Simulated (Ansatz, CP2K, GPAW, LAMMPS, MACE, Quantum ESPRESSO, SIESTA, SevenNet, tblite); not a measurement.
# Amorphous Ge (61 atoms) in GPAW

Aim: run amorphous Ge (61 atoms) in GPAW and see how near its forces come to a plane-wave reference, and at what cost.

Calculated with GPAW 26.7.0; the method is named at each step.

**1. The structure**

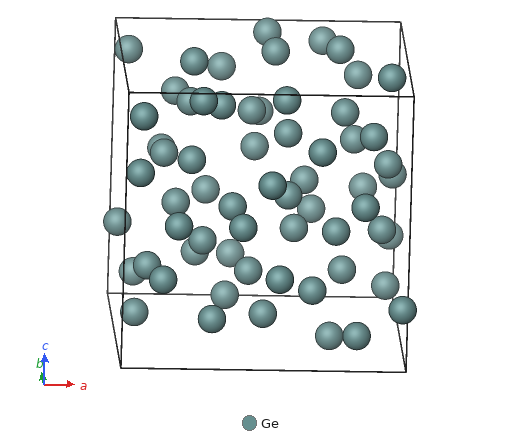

The starting structure, seen slightly off an axis (germanium teal). Some periodic images of atoms are drawn too.

The cell holds 61 atoms: 61 Ge. Cell: a = 11.099 Å, b = 11.099 Å, c = 11.099 Å, α = 90.0°, β = 90.0°, γ = 90.0°. 61 atoms (61 Ge) placed at random at 5.38 g/cm³, melted at 3500 K for 10 ps at fixed volume with the Tersoff potential (Tersoff, Phys. Rev. B 39, 5566 (1989)). Quenched from 3500 K to 100 K at 5 K/ps and fixed volume, held 5 ps, then minimised at fixed cell.

The yardstick, on the same geometry:

- method: Kohn-Sham DFT, PBE, PAW, plane waves (Ansatz 0.2.0); cutoff 420 eV, Γ point, fermi-dirac smearing of 0.05 eV; PAW set soft_2
- r.m.s. force component: 0.2251 eV/Å
- longest force: 0.8563 eV/Å
- pressure: 5.48 GPa
- SCF cycles: 10
- time: 24 s on 4 threads of Arm Neoverse V2, shared host
- CPU time: 92 s

**2. PBE, LCAO dzp, h 0.2 Å**

Method: Kohn-Sham DFT, PBE, PAW, atomic orbitals (dzp).

run.py reads:

```python
import numpy as np
from ase.io import read
from gpaw import GPAW, FermiDirac

atoms = read("structure.xyz")
atoms.calc = GPAW(
    mode="lcao",
    basis="dzp",
    h=0.2,
    xc="PBE",
    kpts={"size": (1, 1, 1), "gamma": True},
    occupations=FermiDirac(0.05),
    maxiter=200,
    symmetry={"point_group": False},
    txt="gpaw.txt",
)
energy = atoms.get_potential_energy(force_consistent=True)
forces = atoms.get_forces()
print(f"energy {energy:.6f} eV")
print("forces (eV/A)")
for i, (a, f) in enumerate(zip(atoms, forces)):
    print(f"{i:4d} {a.symbol:2s} {f[0]:10.5f} {f[1]:10.5f} {f[2]:10.5f}")
print(f"Fermi level {atoms.calc.get_fermi_level():.4f} eV")
for k in range(len(atoms.calc.get_ibz_k_points())):
    for s in range(atoms.calc.get_number_of_spins()):
        e = atoms.calc.get_eigenvalues(kpt=k, spin=s)
        n = np.searchsorted(e, atoms.calc.get_fermi_level())
        print(f"k {k} spin {s} levels about the Fermi level:", np.round(e[max(n - 6, 0):n], 4).tolist(), "|", np.round(e[n:n + 6], 4).tolist())
```

structure.xyz reads:

```xyz
61
Lattice="11.09880 0.00000 0.00000 0.00000 11.09880 0.00000 0.00000 0.00000 11.09880" Properties=species:S:1:pos:R:3 pbc="T T T"
Ge 3.82465 3.59313 9.66772
Ge 9.40324 1.21454 6.27471
Ge 7.74097 9.55396 3.94951
Ge 3.55317 8.46084 4.95650
Ge 6.34163 3.29623 9.98448
Ge 2.30078 9.24674 8.70168
Ge 5.69302 11.05962 7.44541
Ge 10.45529 5.28869 6.93475
Ge 8.56461 7.16727 11.00957
Ge 0.48158 9.87360 10.17427
Ge 6.89346 5.87415 4.15661
Ge 1.62009 1.41732 3.19856
Ge 0.85572 9.12321 1.43496
Ge 1.10788 3.76960 3.13475
Ge 10.24564 4.50867 4.50456
Ge 3.00089 1.48791 10.39247
Ge 5.86671 10.06939 10.90069
Ge 3.57159 1.51654 1.61943
Ge 1.74040 5.64885 7.17171
Ge 6.54074 4.18980 5.92099
Ge 10.38493 3.01998 11.02977
Ge 3.22387 8.70856 2.39379
Ge 9.23553 7.70889 7.26550
Ge 8.74197 5.65550 8.89913
Ge 0.68424 1.23974 9.81189
Ge 9.20046 1.14895 1.12320
Ge 4.65062 0.87425 5.48037
Ge 3.27625 4.52198 3.96771
Ge 0.72164 4.84895 0.95294
Ge 9.76017 3.23918 8.58059
Ge 6.09457 0.15416 3.61077
Ge 2.71565 3.49324 7.48215
Ge 2.29468 6.42487 4.98159
Ge 8.07837 10.99281 10.32910
Ge 5.18791 7.07926 8.54530
Ge 10.57571 6.99302 1.58857
Ge 0.06826 6.82388 4.04596
Ge 7.35140 7.85440 5.56427
Ge 5.62687 3.06049 1.44495
Ge 5.42221 8.65640 6.67582
Ge 9.78448 10.52355 4.59701
Ge 8.37671 2.91421 4.83874
Ge 4.34030 3.23486 5.70012
Ge 4.16083 10.74708 9.30812
Ge 4.69646 10.53076 1.84584
Ge 2.80700 5.48714 10.90934
Ge 10.89614 11.08470 2.50600
Ge 0.65427 1.92131 7.34607
Ge 8.31589 4.48547 0.20844
Ge 4.33042 6.85617 1.15905
Ge 5.12254 5.15917 2.60489
Ge 6.08270 7.70523 10.75984
Ge 6.51422 5.06338 8.18459
Ge 7.46727 1.97004 2.70300
Ge 2.78247 6.89546 8.91900
Ge 9.38481 9.03387 9.50357
[... 1 atom lines left out ...]
Ge 8.78448 5.42043 2.63119
Ge 2.14118 0.74406 5.54241
Ge 1.84740 9.55729 6.30856
Ge 10.82078 8.64985 5.62709
```

Launch:

```sh
> OMP_NUM_THREADS=1 python run.py > output.txt
```

Log:

```text
energy -249.900491 eV
forces (eV/A)
   0 Ge    0.27031    0.37736    0.06865
   1 Ge    0.12130   -0.41313    0.40657
   2 Ge   -0.31828   -0.18084   -0.52337
   3 Ge    0.40409    0.30503   -0.28115
   4 Ge   -0.00187   -0.47072    0.01369
   5 Ge    0.33266   -0.07460   -0.24830
   6 Ge    0.24700   -0.02247   -0.02554
   7 Ge   -0.30243    0.00731   -0.27782
   8 Ge    0.15546   -0.08648   -0.04132
   9 Ge   -0.17743   -0.12097    0.24920
  10 Ge   -0.09362    0.56236    0.16823
  11 Ge    0.18695   -0.08943    0.02757
  12 Ge    0.00535   -0.18246   -0.08009
  13 Ge    0.14786   -0.32183    0.16514
  14 Ge    0.73080    0.02236    0.04028
  15 Ge   -0.08097   -0.11651    0.32572
  16 Ge    0.12988    0.33360    0.32668
  17 Ge   -0.26374    0.50242    0.21633
  18 Ge   -0.22911    0.35445   -0.01919
  19 Ge    0.36236    0.07170   -0.02517
  20 Ge    0.27582   -0.28354    0.04560
  21 Ge   -0.19557   -0.10691    0.38760
  22 Ge   -0.34812   -0.32144   -0.08154
  23 Ge    0.21994    0.65349    0.04030
[...]
53 Ge   -0.03420    0.40301   -0.14568
  54 Ge   -0.19030    0.23291    0.20145
  55 Ge   -0.16495   -0.09843   -0.11186
  56 Ge   -0.34698   -0.07270   -0.01349
  57 Ge   -0.11610    0.06948   -0.08535
  58 Ge   -0.16085   -0.14817   -0.20199
  59 Ge   -0.18517    0.26863   -0.05818
  60 Ge    0.06926    0.03540    0.18453
Fermi level 5.7729 eV
k 0 spin 0 levels about the Fermi level: [5.2948, 5.3803, 5.5377, 5.6922, 5.7457, 5.7718] | [5.9367, 6.1484, 6.2174, 6.3303, 6.5007, 6.5812]
```

gpaw.txt:

```text
Input parameters:
  mode=LCAO(),
  basis={'default': 'dzp'},
  h=0.2,
  kpts=MonkhorstPack(size=(1, 1, 1), gamma=True),
  maxiter=200,
  occupations=Occupations(name='fermi-dirac', width=0.05, fixmagmom=False),
  symmetry=Symmetry(point_group=False),
  xc=XC(name='PBE')
Unit cell  # Å
| periodic |         x |         y |         z |   lengths |    angles |
|----------|-----------|-----------|-----------|-----------|-----------|
|      yes | 11.098800 |  0.000000 |  0.000000 | 11.098800 | 90.000000 |
|      yes |  0.000000 | 11.098800 |  0.000000 | 11.098800 | 90.000000 |
|      yes |  0.000000 |  0.000000 | 11.098800 | 11.098800 | 90.000000 |
Number of symmetries: 1
Symmetry operations  # r_c * U_cc + t_c -> r_c
|   | kind |            matrix            |
|---|------|------------------------------|
| 0 |  E   |  1, 0, 0,  0, 1, 0,  0, 0, 1 |
BZ-sampling:
  Number of BZ points: 1
  Number of IBZ points: 1
  Monkhorst-Pack size: [1, 1, 1]
  Monkhorst-Pack shift: [0, 0, 0]
[... lines left out ...]
  Fermi-Dirac:
[... lines left out ...]
xc functional:
  name: PBE with 2 nearest neighbor stencil
interpolation: tri-quintic # 5. degree polynomial
Initialization done in: 6.524 s
convergence criteria:
- Maximum [total energy] change in last 3 cyles: 0.0005 eV / valence electron
- Maximum integral of absolute [dens]ity change: 0.0001 electrons / valence electron
- Maximum integral of absolute [eigenst]ate change: 4e-08 eV^2 / valence electron
maximum number of iterations: 200
SCF iterations
|iter     |      energy | eigst |  dens |
|---------|-------------|-------|-------|
|iter:   1| -250.364031 |      c|       |
|iter:   2| -250.173920 |      c| -1.07 |
|iter:   3| -255.798734 |      c| -1.09 |
|iter:   4| -255.176865 |      c| -1.20 |
|iter:   5| -250.204301 |      c| -1.20 |
|iter:   6| -249.880914 |      c| -1.75 |
|iter:   7| -249.825027 |      c| -2.06 |
|iter:   8| -249.807189c|      c| -2.31 |
|iter:   9| -249.805203c|      c| -2.55 |
|iter:  10| -249.801386c|      c| -2.68 |
|iter:  11| -249.799696c|      c| -2.94 |
|iter:  12| -249.799858c|      c| -3.26 |
|iter:  13| -249.799577c|      c| -3.47 |
|iter:  14| -249.799596c|      c| -3.85 |
|iter:  15| -249.799574c|      c| -4.11c|
Converged in 15 steps
SCF loop duration: 132.176 s (8.812 s/step)
Energy contributions relative to reference atoms: (reference = -3482955.909003)
Energy contributions:
  Kinetic:        1068.721786
  Coulomb:        -952.171375
  Zero:              0.737180
  External:          0.000000
  Xc:             -366.986249
  Entropy:          -0.201834
  Spinorbit:         0.000000
  ----------------------------
  Free energy:    -249.900491
  Extrapolated:   -249.799574
dipole moment: (6.888537, 99.294716, 128.227649)  # |e|*Ang
Fermi level: 5.773
Eigenvalues  # (at kpt = [0.000, 0.000, 0.000])
| band index |      eig [eV] | occ [0-2] |
|------------|---------------|-----------|
|          0 |        -6.903 |     2.000 |
|        ... |               |           |
|        115 |         5.084 |     2.000 |
|        116 |         5.252 |     2.000 |
[...]
|        130 |         6.947 |     0.000 |
|        ... |               |           |
|        150 |         8.574 |     0.000 |
Gap: 0.165 eV
Transition (v -> c):
  (s=0, k=0, n=122, [0.00, 0.00, 0.00]) -> (s=0, k=0, n=123, [0.00, 0.00, 0.00])
No difference between direct/indirect transitions
Force computation time: 18.725  # s
timing:  # [seconds]
  Total:  157.445  # ━━━━━━━━━━━━━━━━━━━━━━━━━━━━━━━━━━━━━━━━━━━━━━━━━━━━━━━━
  Init:     6.523  # ━━╸
  SCF:    132.176  # ━━━━━━━━━━━━━━━━━━━━━━━━━━━━━━━━━━━━━━━━━━━━━━━
  Forces:  18.725  # ━━━━━━╸
```

The job ended after 2.6 min (1 thread of Arm Neoverse V2, shared host; peak memory 1.4 GiB).

Banners, paths, timers and routine set-up lines are dropped from the logs unmarked, and long logs keep their key lines alone; longer cuts are marked.

Compared with the plane-wave run:

| Item | Value |
| --- | --- |
| r.m.s. force component | 0.2548 eV/Å |
| r.m.s. difference of force components | 46.92 meV/Å |
| longest difference of force vectors | 166.5 meV/Å |
| force difference over r.m.s. force | 20.84 % |
| slope of forces against the reference's | 1.119 |
| correlation of force components | 0.9885 |

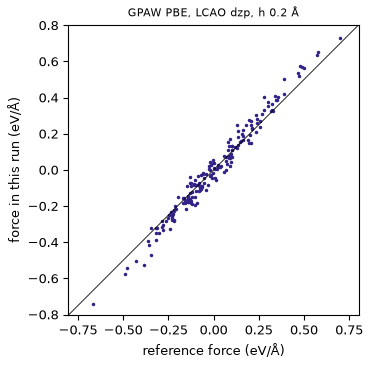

Force components against those of the reference; the line marks equality.

A closer look about Ge23, which has 5 bonded neighbours where the commonest count for Ge is 4: 9 atoms, nearest first, numbered in the order of the input, with positions taken from that point.

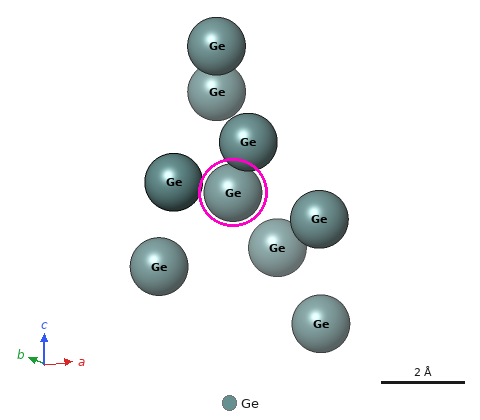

The atoms of the table, within 3.9 Å (arrows a, b, c point along x, y, z); some may hide others; the central atom is ringed.

| atom | x | y | z | distance (Å) | bonds | Fx | Fy | Fz (eV/Å) |
| --- | --- | --- | --- | --- | --- | --- | --- | --- |
| Ge23 | 0.00 | 0.00 | 0.00 | 0.00 | 5 | -0.35 | -0.32 | -0.08 |
| Ge61 | 1.59 | 0.94 | -1.64 | 2.47 | 4 | 0.07 | 0.04 | 0.18 |
| Ge38 | -1.88 | 0.15 | -1.70 | 2.54 | 4 | 0.53 | -0.50 | 0.03 |
| Ge56 | 0.15 | 1.32 | 2.24 | 2.61 | 4 | -0.16 | -0.10 | -0.11 |
| Ge24 | -0.49 | -2.05 | 1.63 | 2.67 | 6 | 0.22 | 0.65 | 0.04 |
| Ge8 | 1.22 | -2.42 | -0.33 | 2.73 | 5 | -0.30 | 0.01 | -0.28 |
| Ge9 | -0.67 | -0.54 | 3.74 | 3.84 | 5 | 0.16 | -0.09 | -0.04 |
| Ge37 | 1.93 | -0.89 | -3.22 | 3.86 | 4 | -0.23 | -0.07 | -0.06 |
| Ge53 | -2.72 | -2.65 | 0.92 | 3.90 | 4 | 0.00 | 0.07 | -0.10 |

Atoms are counted from 1 here, from 0 in the log.

Forces lie 21 % from the reference's, at 1.7 times its CPU time (on 1 against 4 cores).

**3. PBE, LCAO dzp, h 0.2 Å, other mixer settings**

Method: Kohn-Sham DFT, PBE, PAW, atomic orbitals (dzp).

Edit run.py of step 2 so:

```diff
@@ -2,3 +2,3 @@
 from ase.io import read
-from gpaw import GPAW, FermiDirac
+from gpaw import GPAW, FermiDirac, Mixer
 
@@ -12,2 +12,3 @@
     occupations=FermiDirac(0.05),
+    mixer=Mixer(0.03, 7, 100),
     maxiter=200,
```

structure.xyz is that of step 2.

Log:

```text
energy -249.900489 eV
forces (eV/A)
   0 Ge    0.27006    0.37542    0.07007
   1 Ge    0.12112   -0.41596    0.40616
   2 Ge   -0.31804   -0.18431   -0.52893
   3 Ge    0.40655    0.30563   -0.28217
   4 Ge   -0.00309   -0.47436    0.01628
   5 Ge    0.33317   -0.07609   -0.24688
   6 Ge    0.24898   -0.02390   -0.02827
   7 Ge   -0.29962    0.00787   -0.27688
   8 Ge    0.15466   -0.08297   -0.04176
   9 Ge   -0.17430   -0.11881    0.25031
  10 Ge   -0.09408    0.56203    0.16845
  11 Ge    0.18766   -0.09109    0.02590
[...]
56 Ge   -0.34780   -0.07063   -0.01166
  57 Ge   -0.11753    0.06626   -0.08502
  58 Ge   -0.15800   -0.14741   -0.20092
  59 Ge   -0.18538    0.26796   -0.06042
  60 Ge    0.07212    0.03714    0.18226
Fermi level 5.7727 eV
k 0 spin 0 levels about the Fermi level: [5.2948, 5.3803, 5.5377, 5.692, 5.7455, 5.7717] | [5.9366, 6.1484, 6.2174, 6.3302, 6.5006, 6.5811]
```

gpaw.txt:

```text
Input parameters:
  mode=LCAO(),
  basis={'default': 'dzp'},
  h=0.2,
  kpts=MonkhorstPack(size=(1, 1, 1), gamma=True),
  maxiter=200,
  mixer=Pulay(name='pulay', nmaxold=7, beta=0.03, weight=100, sigma=0.015, g_ss=None),
  occupations=Occupations(name='fermi-dirac', width=0.05, fixmagmom=False),
[... lines left out ...]
  Fermi-Dirac:
[... lines left out ...]
convergence criteria:
- Maximum [total energy] change in last 3 cyles: 0.0005 eV / valence electron
[... lines left out ...]
Converged in 20 steps
[... lines left out ...]
  Free energy:    -249.900489
[... lines left out ...]
Fermi level: 5.773
[... lines left out ...]
|          0 |        -6.903 |     2.000 |
|        ... |               |           |
|        115 |         5.084 |     2.000 |
|        116 |         5.251 |     2.000 |
[...]
|        130 |         6.947 |     0.000 |
|        ... |               |           |
|        150 |         8.574 |     0.000 |
Gap: 0.165 eV
Transition (v -> c):
  (s=0, k=0, n=122, [0.00, 0.00, 0.00]) -> (s=0, k=0, n=123, [0.00, 0.00, 0.00])
No difference between direct/indirect transitions
Force computation time: 18.790  # s
timing:  # [seconds]
  Total:  202.092  # ━━━━━━━━━━━━━━━━━━━━━━━━━━━━━━━━━━━━━━━━━━━━━━━━━━━━━━━━
  Init:     6.587  # ━━
  SCF:    176.694  # ━━━━━━━━━━━━━━━━━━━━━━━━━━━━━━━━━━━━━━━━━━━━━━━━━
  Forces:  18.790  # ━━━━━
```

It took 3.4 min on 1 thread; peak memory 1.3 GiB.

Against the reference:

```
r.m.s. force component                          : 0.2548 eV/Å
r.m.s. difference of force components           : 47.18 meV/Å
longest difference of force vectors             : 172.9 meV/Å
force difference over r.m.s. force              : 20.96 %
slope of forces against the reference's         : 1.119
correlation of force components                 : 0.9883
energy less the same-level run's                : 0 meV/atom
r.m.s. force difference from the same-level run : 1.782 meV/Å
```

Against the first run (21 %), the force difference from the reference is 21 %, at 1.3 times the CPU time: another solver or mixer reaches the same state.

**4. RPBE, LCAO dzp, h 0.2 Å**

Method: Kohn-Sham DFT, RPBE, PAW, atomic orbitals (dzp).

Edit run.py of step 3 so:

```diff
@@ -2,3 +2,3 @@
 from ase.io import read
-from gpaw import GPAW, FermiDirac, Mixer
+from gpaw import GPAW, FermiDirac
 
@@ -9,6 +9,5 @@
     h=0.2,
-    xc="PBE",
+    xc="RPBE",
     kpts={"size": (1, 1, 1), "gamma": True},
     occupations=FermiDirac(0.05),
-    mixer=Mixer(0.03, 7, 100),
     maxiter=200,
```

structure.xyz is that of step 3.

Log:

```text
energy -227.704881 eV
forces (eV/A)
   0 Ge    0.29267    0.40525    0.06155
   1 Ge    0.12199   -0.44521    0.44458
   2 Ge   -0.31522   -0.21608   -0.59775
   3 Ge    0.43805    0.31525   -0.29792
   4 Ge   -0.00410   -0.50633    0.00615
   5 Ge    0.33459   -0.07102   -0.24570
   6 Ge    0.28043   -0.00467   -0.01052
   7 Ge   -0.31385    0.01692   -0.27859
   8 Ge    0.15229   -0.07986   -0.01903
   9 Ge   -0.18193   -0.12452    0.26461
  10 Ge   -0.10832    0.58192    0.15855
  11 Ge    0.20166   -0.09611    0.02557
  12 Ge    0.01982   -0.18940   -0.07567
  13 Ge    0.12257   -0.31662    0.16805
  14 Ge    0.74668    0.00429    0.05619
  15 Ge   -0.09375   -0.11529    0.32615
  16 Ge    0.15171    0.34588    0.32747
  17 Ge   -0.27364    0.53464    0.24686
  18 Ge   -0.24642    0.37309   -0.00660
  19 Ge    0.39021    0.06351   -0.01212
  20 Ge    0.30857   -0.27403    0.06409
  21 Ge   -0.21638   -0.10943    0.40246
  22 Ge   -0.34981   -0.31305   -0.06819
  23 Ge    0.24325    0.66824    0.06105
[...]
53 Ge   -0.01820    0.41371   -0.14757
  54 Ge   -0.21244    0.22845    0.22482
  55 Ge   -0.17502   -0.10733   -0.13756
  56 Ge   -0.34268   -0.05080   -0.03510
  57 Ge   -0.11693    0.06376   -0.10835
  58 Ge   -0.16485   -0.14272   -0.19837
  59 Ge   -0.18915    0.27023   -0.04826
  60 Ge    0.06683    0.01751    0.20791
Fermi level 5.9105 eV
k 0 spin 0 levels about the Fermi level: [5.3798, 5.4242, 5.506, 5.6703, 5.8271, 5.8808] | [5.9132, 6.0745, 6.2978, 6.3683, 6.4776, 6.6569]
```

gpaw.txt:

```text
Input parameters:
  mode=LCAO(),
  basis={'default': 'dzp'},
  h=0.2,
  kpts=MonkhorstPack(size=(1, 1, 1), gamma=True),
  maxiter=200,
  occupations=Occupations(name='fermi-dirac', width=0.05, fixmagmom=False),
  symmetry=Symmetry(point_group=False),
  xc=XC(name='RPBE')
Unit cell  # Å
| periodic |         x |         y |         z |   lengths |    angles |
[... lines left out ...]
  Fermi-Dirac:
[... lines left out ...]
convergence criteria:
- Maximum [total energy] change in last 3 cyles: 0.0005 eV / valence electron
[... lines left out ...]
Converged in 15 steps
[... lines left out ...]
  Free energy:    -227.704881
  Extrapolated:   -227.605233
dipole moment: (6.874584, 99.109470, 127.985921)  # |e|*Ang
Fermi level: 5.910
Eigenvalues  # (at kpt = [0.000, 0.000, 0.000])
| band index |      eig [eV] | occ [0-2] |
|------------|---------------|-----------|
|          0 |        -6.762 |     2.000 |
|        ... |               |           |
|        114 |         5.179 |     2.000 |
|        115 |         5.205 |     2.000 |
[...]
|        129 |         6.970 |     0.000 |
|        ... |               |           |
|        150 |         8.726 |     0.000 |
Gap: 0.032 eV
Transition (v -> c):
  (s=0, k=0, n=121, [0.00, 0.00, 0.00]) -> (s=0, k=0, n=122, [0.00, 0.00, 0.00])
No difference between direct/indirect transitions
Force computation time: 18.775  # s
timing:  # [seconds]
  Total:  157.540  # ━━━━━━━━━━━━━━━━━━━━━━━━━━━━━━━━━━━━━━━━━━━━━━━━━━━━━━━━
  Init:     6.596  # ━━╸
  SCF:    132.147  # ━━━━━━━━━━━━━━━━━━━━━━━━━━━━━━━━━━━━━━━━━━━━━━━
  Forces:  18.775  # ━━━━━━╸
```

The job ended after 2.6 min (1 thread; peak memory 1.4 GiB).

Compared with the plane-wave run:

```yaml
r_m_s_force_component: 0.265 eV/Å
r_m_s_difference_of_force_components: 62.06 meV/Å
longest_difference_of_force_vectors: 246.9 meV/Å
force_difference_over_r_m_s_force: 27.57 %
slope_of_forces_against_the_reference_s: 1.155
correlation_of_force_components: 0.9811
```

Against the first run (21 %), the force difference from the reference is 28 %, at 1.0 times the CPU time; the model has changed, so this is no error of the program alone.

(Continued in part 2 of 2.)

[Also dropped from logs without a mark: logging warnings of Python, and SIESTA's first energy breakdown and zero terms.]

[Logs are printed without paths, hosts, clocks, repeated set-up lines and the standing remarks that a program may print on its own settings, such as how far it seeks lower states.]

[Hosts, paths, dates, database ids (printed as entryN), source tags and the programs' standing remarks are cut or masked in the printed files.]
